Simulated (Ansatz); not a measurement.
**BClH2O2 (built from SMILES OB(O)Cl): a reaction path by the nudged elastic band**

What path joins these two structures, and how high does it climb? Both ends were relaxed at PBE0-D4 in triple zeta.

Program: Ansatz 0.2.0, Gaussian basis. Level of theory: PBE0-D4/def2-SVP. These are calculated values, not measurements.

16 further runs of the same task are left out: 16 set aside as unsound or not needed.

## Step 1: The starting structure

The first end: 6 atoms, charge 0, spin multiplicity 1.

Atoms are counted from 1 here; the program's logs count them from 0.

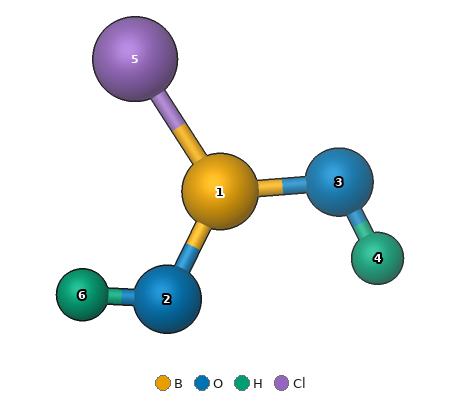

The starting geometry (boron amber, oxygen blue, hydrogen teal, chlorine purple); atoms are numbered from 1 in the order of the file.

Geometry (Å):

```mol
BClH2O2
  3D, bonds by distance, orders not assigned

  6  5  0  0  0  0  0  0  0  0999 V2000
    0.1014    0.2203   -0.0797 B   0  0
   -0.0150   -0.8237    0.7789 O   0  0
   -0.6717    0.3046   -1.1817 O   0  0
   -1.2754   -0.4403   -1.2570 H   0  0
    1.2744    1.5139    0.2143 Cl  0  0
    0.5863   -0.7749    1.5251 H   0  0
  1  2  8  0
  1  3  8  0
  1  5  8  0
  2  6  8  0
  3  4  8  0
M  END
```

The second end:

```xyz
6
BClH2O2
B     0.10599    0.62575   -0.51262
O    -0.00116   -0.83687    0.31106
O    -0.71173    0.70654   -1.43043
H    -0.86418   -1.18587    0.04480
Cl    1.38785    1.50737    0.31389
H     0.08322   -0.81703    1.27320
```

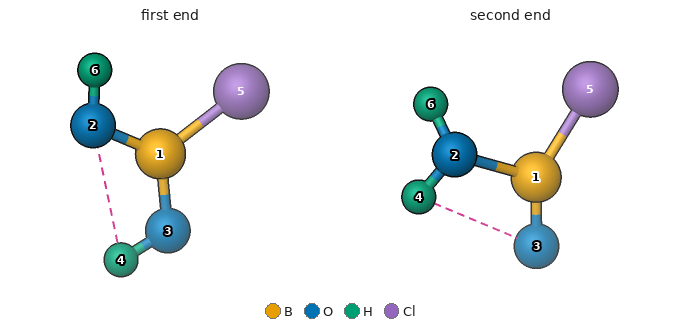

The two ends; dashed lines mark the contacts followed along the path.

## Step 2: The band at PBE0-D4/def2-SVP

Contents of neb/in.yaml:

```yaml
crystal:
  periodic: [false, false, false]
  atoms:
    - {symbol: B, position_ang: [0.101386, 0.220328, -0.079676]}
    - {symbol: O, position_ang: [-0.014985, -0.823731, 0.778868]}
    - {symbol: O, position_ang: [-0.671683, 0.304588, -1.181655]}
    - {symbol: H, position_ang: [-1.275360, -0.440339, -1.257008]}
    - {symbol: Cl, position_ang: [1.274386, 1.513948, 0.214262]}
    - {symbol: H, position_ang: [0.586254, -0.774893, 1.525109]}
basis:
  gaussian: {orbitals: def2-SVP}
hamiltonian: {xc: pbe0, dispersion: d4}
neb:
  images: 5
  climbing: true
  max_iterations: 40
  initial_path: idpp
  final_atoms:
    - {symbol: B, position_ang: [0.105986, 0.625751, -0.512621]}
    - {symbol: O, position_ang: [-0.001156, -0.836868, 0.311056]}
    - {symbol: O, position_ang: [-0.711733, 0.706535, -1.430425]}
    - {symbol: H, position_ang: [-0.864175, -1.185868, 0.044800]}
    - {symbol: Cl, position_ang: [1.387853, 1.507374, 0.313885]}
    - {symbol: H, position_ang: [0.083225, -0.817025, 1.273203]}
```

The run is started by

```bash
$ ansatz run in.yaml --threads 2 --pin off --events-out ev --progress --plain --max-ram 4352MiB
```

Log, cut to the lines that bear on the results:

```text
Functional definition: PBE0
  name "PBE0"
  cite "Adamo & Barone, J. Chem. Phys. 110, 6158 (1999) doi:10.1063/1.478522"
  cite "Perdew, Burke & Ernzerhof, Phys. Rev. Lett. 77, 3865 (1996) doi:10.1103/PhysRevLett.77.3865"
  parent pbe
[...]
727 factors; integrals over basis functions are off by at most 3.0e-4 eV
[...]
mean field -17312.89981833 eV, -636.2373332185 hartree, gradient 6.0e-5 eV, S^2 0.000000; 0 other end points of the search recorded, 0 dependent functions left out
[...]
reference -17312.89983716 eV, -636.2373339105 hartree; 20, 20 occupied and 50, 50 virtual orbitals, 727 factors
[... from here to the last solve, the lines of the solves are left out (110 solves) ...]
WARN: NEB end point (image 0): max|allowed force component| = 1.569e-1 eV/Å (the criterion of neb.relax_end_points is 1.000e-2). That is over neb.f_tol: it is no minimum, so the barrier can be far off. Relax it first
WARN: NEB end point (image 6): max|allowed force component| = 2.127e-1 eV/Å (the criterion of neb.relax_end_points is 1.000e-2). That is over neb.f_tol: it is no minimum, so the barrier can be far off. Relax it first
NEB iter   1: max|band force component| = 3.702e0 eV/Å  barrier→ = 4.0181 eV  barrier← = 1.9131 eV  Δτ_max = 0.2000 Å  (184 SCF iters)
[...]
NEB iter   5: max|band force component| = 9.759e-1 eV/Å  barrier→ = 2.4788 eV  barrier← = 0.3738 eV  Δτ_max = 0.0595 Å  (144 SCF iters)
[...]
NEB iter   9: max|band force component| = 1.094e-1 eV/Å  barrier→ = 2.4239 eV  barrier← = 0.3189 eV  CI = image 4  Δτ_max = 0.0235 Å  (153 SCF iters)
[...]
NEB iter  13: max|band force component| = 6.470e-2 eV/Å  barrier→ = 2.4210 eV  barrier← = 0.3160 eV  CI = image 4  Δτ_max = 0.0118 Å  (141 SCF iters)
[...]
NEB iter  15: max|band force component| = 1.386e-1 eV/Å  barrier→ = 2.4209 eV  barrier← = 0.3159 eV  CI = image 4  Δτ_max = 0.0045 Å  (141 SCF iters)
[...]
NEB iter  16: max|band force component| = 5.416e-3 eV/Å  barrier→ = 2.4208 eV  barrier← = 0.3158 eV  CI = image 4  Δτ_max = 0.0000 Å  (796 SCF iters)
Total energy: -17310.56148339 eV, -636.1514009948 hartree
Atom 0 at     0.230434     0.514285    -0.281920 Å, force    -0.001026    -0.002586     0.000472 eV/Å
Atom 1 at     0.002465    -0.925462     0.270030 Å, force    -0.001014     0.001587    -0.000646 eV/Å
Atom 2 at    -0.726573     0.620835    -1.114399 Å, force     0.000045     0.000757    -0.000666 eV/Å
Atom 3 at    -0.820790    -0.651268    -0.439882 Å, force     0.000706    -0.000543     0.000904 eV/Å
Atom 4 at     1.565590     1.435197     0.363694 Å, force     0.000700     0.000711     0.000411 eV/Å
Atom 5 at    -0.251128    -0.993685     1.202377 Å, force     0.000588     0.000074    -0.000475 eV/Å
Dipole moment:    -0.079777    -0.508135     0.636594 e Å
```

It took 78 s on 2 threads of Intel Xeon 6975P-C, shared host.

The last band:

```
image  path (Å)  energy (eV)  O2–H4 (Å)  B1–O2 (Å)  O3–H4 (Å)
    0      0.00        0.000       2.42       1.36       0.96
    1      0.42        0.161       2.20       1.36       0.97
    2      0.84        0.540       1.97       1.38       0.97
    3      1.26        1.407       1.54       1.43       1.05
    4      1.68        2.421       1.12       1.56       1.44
    5      2.11        2.171       0.98       1.69       1.99
    6      2.54        2.105       0.97       1.68       2.40
```

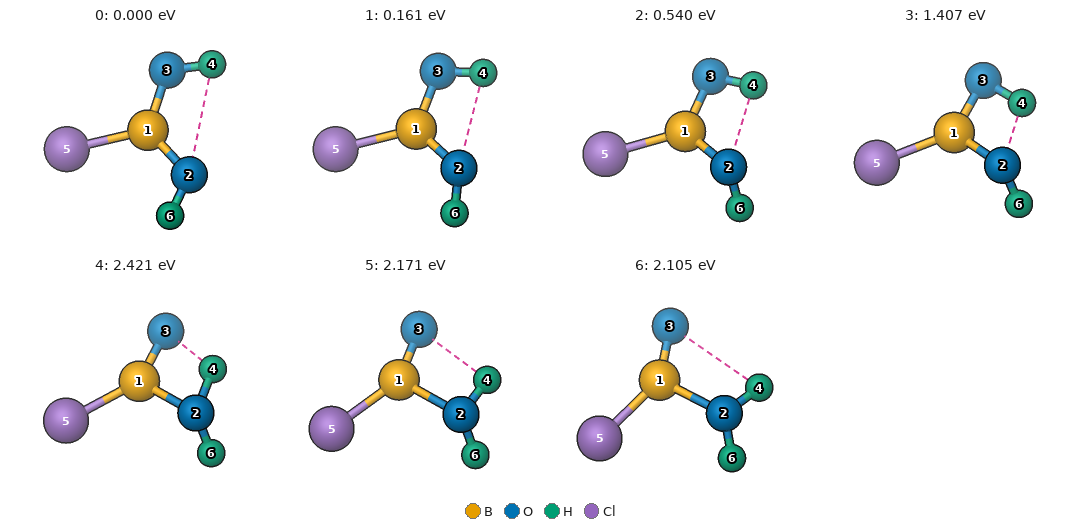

The images of the last band.

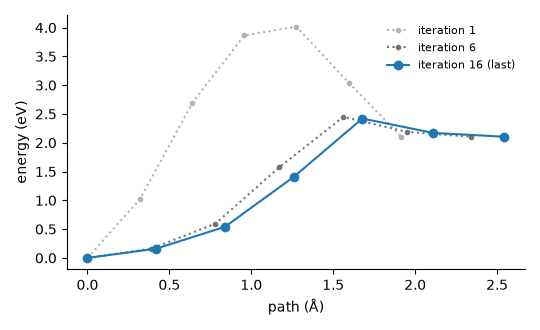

Energy along the path.

The highest image, 4:

```xyz
6
BClH2O2
B     0.23043    0.51428   -0.28192
O     0.00247   -0.92546    0.27003
O    -0.72657    0.62084   -1.11440
H    -0.82079   -0.65127   -0.43988
Cl    1.56559    1.43520    0.36369
H    -0.25113   -0.99369    1.20238
```

## Step 3: Outcome

```
                                                                       quantity                                           value
                                                PBE0-D4/def2-SVP, 16 iterations  highest 2.421 eV (image 4), last end +2.105 eV
from earlier runs: barrier over the separately found saddle, CCSD(T)/def2-TZVPP                                        2.482 eV
```

In words: The highest image lies 2.421 eV above the first end, and it climbed, so it estimates the saddle. The ends are not quite minima at this level (largest force component 0.21 eV/Å), so the heights are unreliable: relaxing the first end would lower it and raise the barrier above it. The highest image is 0.061 eV below the CCSD(T) barrier in triple zeta, which comes from separate runs on the saddle.
